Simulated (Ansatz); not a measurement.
SiH$_{2}$F$_{2}$: nudged elastic band

The run: nudged elastic band of SiH$_{2}$F$_{2}$. Method and program: RKS PBE0-D4/def2-SVP (Ansatz 0.2.0).

It belongs to a series of runs on one base structure; here: band between the two ends.

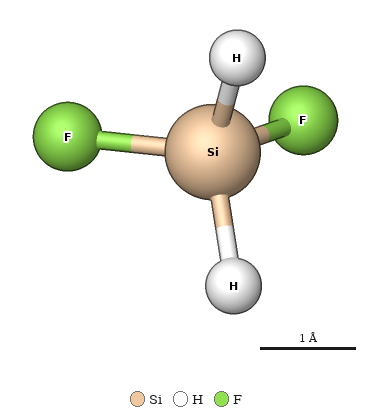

**Figure 1.** The structure as given in the input (ball-and-stick view, seen at a tilt).

## The input
```yaml
crystal:
  periodic: [false, false, false]
  atoms:
    - { symbol: Si, position_ang: [0.210261, 0.021534, 0.201472] }
    - { symbol: H, position_ang: [0.18572, -0.042616, 1.680722] }
    - { symbol: F, position_ang: [1.745562, 0.00193, -0.288306] }
    - { symbol: H, position_ang: [-0.454238, 1.212557, -0.375399] }
    - { symbol: F, position_ang: [-0.505403, -1.299407, -0.382089] }
basis:
  gaussian: { orbitals: def2-SVP }
hamiltonian:
  xc: pbe0
  dispersion: d4
neb:
  order_check: false
  images: 9
  f_tol: 0.05
  max_iterations: 60
  final_atoms:
    - { symbol: Si, position_ang: [-0.78695746, 0.20458615, 0.1793845] }
    - { symbol: H, position_ang: [1.48569139, -0.31374046, 1.51805697] }
    - { symbol: F, position_ang: [1.42189615, 0.12532343, 0.70187741] }
    - { symbol: H, position_ang: [-0.32638301, 1.11711336, -0.97113716] }
    - { symbol: F, position_ang: [-0.61234508, -1.23928447, -0.59178172] }
  initial_path:
    images:
      - { positions_ang: [[0.210261, 0.021534, 0.201472], [0.18572, -0.042616, 1.680722], [1.745562, 0.00193, -0.288306], [-0.454238, 1.212557, -0.375399], [-0.505403, -1.299407, -0.382089]] }
      - { positions_ang: [[0.1682217, 0.01732671, 0.16117226], [0.32560339, -0.03457027, 1.62543296], [1.74306139, 0.00111742, -0.14097005], [-0.50061395, 1.20871439, -0.39728374], [-0.55437053, -1.29859025, -0.41195143]] }
      - { positions_ang: [[0.1261824, 0.01311943, 0.12087251], [0.46548678, -0.02652455, 1.57014393], [1.74056078, 0.00030485, 0.00636589], [-0.5469899, 1.20487178, -0.41916848], [-0.60333806, -1.29777351, -0.44181385]] }
      - { positions_ang: [[0.0841431, 0.00891214, 0.08057277], [0.60537016, -0.01847882, 1.51485489], [1.73806017, -0.00050773, 0.15370184], [-0.59336585, 1.20102917, -0.44105322], [-0.65230559, -1.29695676, -0.47167628]] }
      - { positions_ang: [[0.0421038, 0.00470486, 0.04027303], [0.74525355, -0.0104331, 1.45956586], [1.73555955, -0.0013203, 0.30103779], [-0.63974179, 1.19718655, -0.46293796], [-0.70127312, -1.29614001, -0.50153871]] }
      - { positions_ang: [[6.45e-05, 0.00049757, -2.672e-05], [0.88513694, -0.00238737, 1.40427682], [1.73305894, -0.00213288, 0.44837373], [-0.68611774, 1.19334394, -0.4848227], [-0.75024064, -1.29532327, -0.53140113]] }
      - { positions_ang: [[-0.15733989, 0.04131529, 0.03585553], [1.00524783, -0.06465799, 1.42703285], [1.67082638, 0.02335839, 0.49907447], [-0.61417079, 1.17809783, -0.58208559], [-0.72266153, -1.28411551, -0.54347725]] }
      - { positions_ang: [[-0.31474428, 0.082133, 0.07173777], [1.12535872, -0.12692861, 1.44978888], [1.60859383, 0.04884965, 0.5497752], [-0.54222385, 1.16285171, -0.67934849], [-0.69508242, -1.27290775, -0.55555336]] }
      - { positions_ang: [[-0.47214867, 0.12295072, 0.10762001], [1.24546961, -0.18919922, 1.47254491], [1.54636127, 0.07434091, 0.60047594], [-0.4702769, 1.14760559, -0.77661138], [-0.6675033, -1.26169999, -0.56762948]] }
      - { positions_ang: [[-0.62955307, 0.16376843, 0.14350225], [1.3655805, -0.25146984, 1.49530094], [1.48412871, 0.09983217, 0.65117667], [-0.39832995, 1.13235948, -0.87387427], [-0.63992419, -1.25049223, -0.5797056]] }
      - { positions_ang: [[-0.78695746, 0.20458615, 0.1793845], [1.48569139, -0.31374046, 1.51805697], [1.42189615, 0.12532343, 0.70187741], [-0.32638301, 1.11711336, -0.97113716], [-0.61234508, -1.23928447, -0.59178172]] }
```

Command:
```bash
ansatz run input.yaml --threads 1 --pin off --max-ram 2048MiB --backend cpu --events-out ev --progress --plain --runs-dir out
```

## The program's output
```
Engine: ansatz 0.2.0, aarch64-unknown-linux-gnu
Functional definition: PBE0
  parameter a = 0.25
  parameter kappa = 0.804
  parameter beta = 0.06672455060314922
  exchange = (1 - a)*pbe_x(kappa = kappa, mu = beta*pi^2/3) + a*exact_x
  correlation = pbe_c(beta = beta)
553 factors; integrals over basis functions are off by at most 4.0e-4 eV
mean field evaluation 1: about -13329.4302 eV, gradient 3.7e1 eV
mean field evaluation 2: about -13327.0541 eV, gradient 5.5e1 eV
mean field evaluation 4: about -13331.4692 eV, gradient 1.8e-1 eV
mean field evaluation 8: about -13331.4726 eV, gradient 2.9e-3 eV
mean field -13331.47257043 eV, -489.9225805666 hartree, gradient 5.8e-5 eV, S^2 0.000000; 0 other end points of the search recorded, 0 dependent functions left out
the calculation of the forces begins
reference -13331.47258868 eV, -489.9225812373 hartree; 17, 17 occupied and 39, 39 virtual orbitals, 553 factors
555 factors; integrals over basis functions are off by at most 9.5e-4 eV
mean field evaluation 16: about -13328.2395 eV, gradient 2.0e0 eV
mean field -13328.25076245 eV, -489.8041813072 hartree, gradient 9.0e-6 eV, S^2 0.000000; 0 other end points of the search recorded, 0 dependent functions left out
[... from here on the field's lines of each further geometry are left out, up to the last ...]
NEB iter   1: max|band force component| = 7.176e0 eV/Å  barrier→ = 4.8896 eV  barrier← = 1.6690 eV  Δτ_max = 0.1899 Å  (250 SCF iters)
NEB iter   2: max|band force component| = 2.619e0 eV/Å  barrier→ = 3.7351 eV  barrier← = 0.5144 eV  Δτ_max = 0.1919 Å  (253 SCF iters)
NEB iter   3: max|band force component| = 1.648e0 eV/Å  barrier→ = 3.7682 eV  barrier← = 0.5476 eV  Δτ_max = 0.1468 Å  (248 SCF iters)
NEB iter   4: max|band force component| = 3.817e0 eV/Å  barrier→ = 3.6527 eV  barrier← = 0.4320 eV  Δτ_max = 0.0709 Å  (237 SCF iters)
NEB iter   5: max|band force component| = 8.689e-1 eV/Å  barrier→ = 3.6374 eV  barrier← = 0.4168 eV  Δτ_max = 0.0569 Å  (232 SCF iters)
NEB iter   6: max|band force component| = 7.672e-1 eV/Å  barrier→ = 3.6275 eV  barrier← = 0.4069 eV  CI = image 6  Δτ_max = 0.0971 Å  (226 SCF iters)
NEB iter   7: max|band force component| = 3.961e-1 eV/Å  barrier→ = 3.6871 eV  barrier← = 0.4665 eV  CI = image 6  Δτ_max = 0.0387 Å  (234 SCF iters)
NEB iter   8: max|band force component| = 8.615e-2 eV/Å  barrier→ = 3.6829 eV  barrier← = 0.4622 eV  CI = image 6  Δτ_max = 0.0108 Å  (222 SCF iters)
the calculation of the forces begins
reference -13328.24335614 eV, -489.8039091302 hartree; 17, 17 occupied and 39, 39 virtual orbitals, 555 factors
555 factors; integrals over basis functions are off by at most 1.1e-3 eV
mean field evaluation 736: about -13327.7896 eV, gradient 2.3e-3 eV
mean field -13327.78958015 eV, -489.7872331702 hartree, gradient 7.0e-6 eV, S^2 0.000000; 1 other end points of the search recorded, 0 dependent functions left out
the calculation of the forces begins
reference -13327.78959920 eV, -489.7872338703 hartree; 17, 17 occupied and 39, 39 virtual orbitals, 555 factors
NEB iter   9: max|band force component| = 2.149e-2 eV/Å  barrier→ = 3.6824 eV  barrier← = 0.4617 eV  CI = image 6  Δτ_max = 0.0000 Å  (418 SCF iters)
```

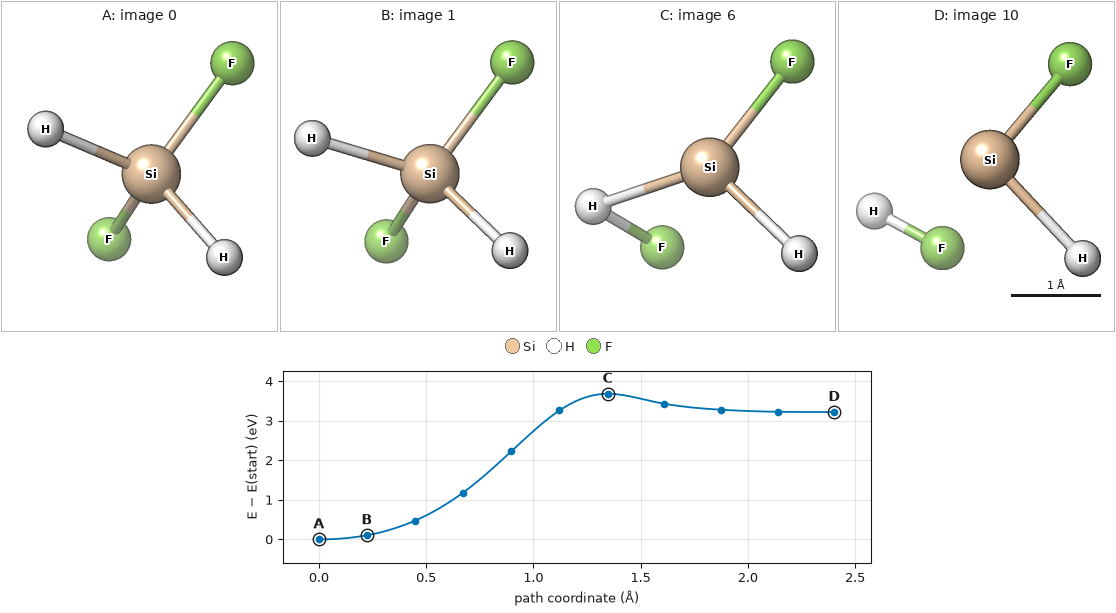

**Figure 2.** Images of the last band (counted from 0; ball-and-stick, seen at a tilt) above the energy along the path; the line is a cubic interpolation that uses the forces. The highest image is number 6, 3.682 eV above the start and 0.462 eV above the end (the climbing image); the end lies 3.221 eV above the start. The path is 2.40 Å long. The band converged in 9 iterations.

```
Total energy: -13327.83731455 eV, -489.7889873770 hartree
Atom 0 at    -0.305937     0.031944     0.315698 Å, force     0.010029     0.006735    -0.010313 eV/Å
Atom 1 at     0.983898    -0.056501     1.364823 Å, force     0.001819     0.003209    -0.001225 eV/Å
Atom 2 at     1.630943     0.019991     0.411092 Å, force    -0.003136    -0.001064     0.006360 eV/Å
Atom 3 at    -0.525933     1.170826    -0.646575 Å, force    -0.002626     0.001641     0.007422 eV/Å
Atom 4 at    -0.601069    -1.272262    -0.608638 Å, force    -0.006086    -0.010522    -0.002244 eV/Å
Dipole moment:    -0.081003     0.220527     0.210541 e Å
this run last wrote the band of iteration 9 to [file]
```

## The last band as extended XYZ (Å, eV, eV/Å)
```
5
Properties=species:S:1:pos:R:3:forces:R:3 image=0 energy=-13331.51967
Si    0.2103    0.0215    0.2015   -0.0001  -0.0028  -0.0011
H     0.1857   -0.0426    1.6807    0.0004  -0.0003  -0.0055
F     1.7456    0.0019   -0.2883   -0.0057   0.0008   0.0021
H    -0.4542    1.2126   -0.3754    0.0026  -0.0046   0.0013
F    -0.5054   -1.2994   -0.3821    0.0028   0.0070   0.0032
5
Properties=species:S:1:pos:R:3:forces:R:3 image=1 energy=-13331.41447
Si    0.1783    0.0249    0.2059    0.2567   0.0000  -0.0384
H     0.3251   -0.0572    1.6754   -0.6590   0.0273   0.1161
F     1.7432    0.0130   -0.1706    0.1290  -0.0241  -0.5566
H    -0.5013    1.1747   -0.4467    0.1113   0.0552   0.2747
F    -0.5635   -1.2615   -0.4276    0.1620  -0.0585   0.2042
5
Properties=species:S:1:pos:R:3:forces:R:3 image=2 energy=-13331.04454
Si    0.1217    0.0253    0.2157    0.8411   0.0017  -0.2111
H     0.4777   -0.0644    1.6480   -1.5171   0.0025   0.5407
F     1.7133    0.0214   -0.0510    0.3859  -0.0050  -1.2729
H    -0.5312    1.1621   -0.5042    0.0941  -0.0112   0.5187
F    -0.5996   -1.2504   -0.4722    0.1959   0.0120   0.4245
5
Properties=species:S:1:pos:R:3:forces:R:3 image=3 energy=-13330.33441
Si    0.0439    0.0247    0.2368    1.8335  -0.0230  -0.5460
H     0.6279   -0.0676    1.5948   -2.3513  -0.0560   1.3078
F     1.6749    0.0277    0.0637    0.4347   0.0577  -2.0262
H    -0.5479    1.1626   -0.5463   -0.0292  -0.0789   0.6803
F    -0.6170   -1.2534   -0.5126    0.1122   0.1002   0.5841
5
Properties=species:S:1:pos:R:3:forces:R:3 image=4 energy=-13329.29171
Si   -0.0576    0.0244    0.2688    2.7159  -0.0501  -0.7194
H     0.7641   -0.0690    1.5196   -2.7042  -0.1151   1.8972
F     1.6493    0.0324    0.1736    0.1741   0.1297  -2.4273
H    -0.5553    1.1668   -0.5760   -0.1609  -0.0775   0.6669
F    -0.6187   -1.2606   -0.5496   -0.0249   0.1130   0.5826
5
Properties=species:S:1:pos:R:3:forces:R:3 image=5 energy=-13328.25842
Si   -0.1775    0.0235    0.3010    2.0675  -0.0335  -0.3929
H     0.8841   -0.0681    1.4355   -1.9280  -0.1033   1.3535
F     1.6402    0.0362    0.2827    0.0787   0.1202  -1.7191
H    -0.5568    1.1699   -0.5979   -0.1474  -0.0344   0.4067
F    -0.6080   -1.2675   -0.5848   -0.0708   0.0510   0.3518
5
Properties=species:S:1:pos:R:3:forces:R:3 image=6 energy=-13327.83729
Si   -0.3059    0.0319    0.3157    0.0100   0.0067  -0.0103
H     0.9839   -0.0565    1.3648    0.0018   0.0032  -0.0012
F     1.6309    0.0200    0.4111   -0.0031  -0.0011   0.0064
H    -0.5259    1.1708   -0.6466   -0.0026   0.0016   0.0074
F    -0.6011   -1.2723   -0.6086   -0.0061  -0.0105  -0.0022
5
Properties=species:S:1:pos:R:3:forces:R:3 image=7 energy=-13328.08991
Si   -0.4841    0.0503    0.3093   -0.6602   0.0265   0.0111
H     1.1229   -0.0544    1.3662    0.6148  -0.0240  -0.0450
F     1.6211    0.0055    0.5290    0.0019   0.0070   0.3155
H    -0.4775    1.1632   -0.7259    0.0398  -0.0184  -0.1544
F    -0.6005   -1.2706   -0.6421    0.0036   0.0089  -0.1272
5
Properties=species:S:1:pos:R:3:forces:R:3 image=8 energy=-13328.24032
Si   -0.6240    0.0896    0.2673   -0.1839   0.0129  -0.0268
H     1.2799   -0.0821    1.4729    0.2223  -0.0358   0.1097
F     1.5738   -0.0086    0.5864   -0.0325   0.0275   0.0303
H    -0.4148    1.1486   -0.8196    0.0063  -0.0200  -0.0655
F    -0.6330   -1.2534   -0.6706   -0.0122   0.0154  -0.0478
5
Properties=species:S:1:pos:R:3:forces:R:3 image=9 energy=-13328.29160
Si   -0.7296    0.1361    0.2152   -0.0390   0.0018  -0.0095
H     1.4438   -0.1518    1.5522    0.0568  -0.0220   0.0225
F     1.4835    0.0204    0.6396   -0.0230   0.0183   0.0085
H    -0.3610    1.1320   -0.8965    0.0051  -0.0052  -0.0186
F    -0.6548   -1.2427   -0.6741    0.0001   0.0071  -0.0028
5
Properties=species:S:1:pos:R:3:forces:R:3 image=10 energy=-13328.29901
Si   -0.7870    0.2046    0.1794    0.0086  -0.0322  -0.0132
H     1.4857   -0.3137    1.5181    0.0044   0.0001  -0.0167
F     1.4219    0.1253    0.7019   -0.0058   0.0036   0.0207
H    -0.3264    1.1171   -0.9711    0.0018  -0.0013  -0.0055
F    -0.6123   -1.2393   -0.5918   -0.0091   0.0296   0.0148
```

## Summary

- outcome: converged
- barrier, forward: 3.682 eV
- barrier, backward: 0.462 eV
- hardware: 1 thread of Arm Neoverse V2, 24 GiB of memory available, shared host
- wall time: 87 s
- peak memory: 0.1 GiB

## Remarks

The order of the saddle point was not checked.
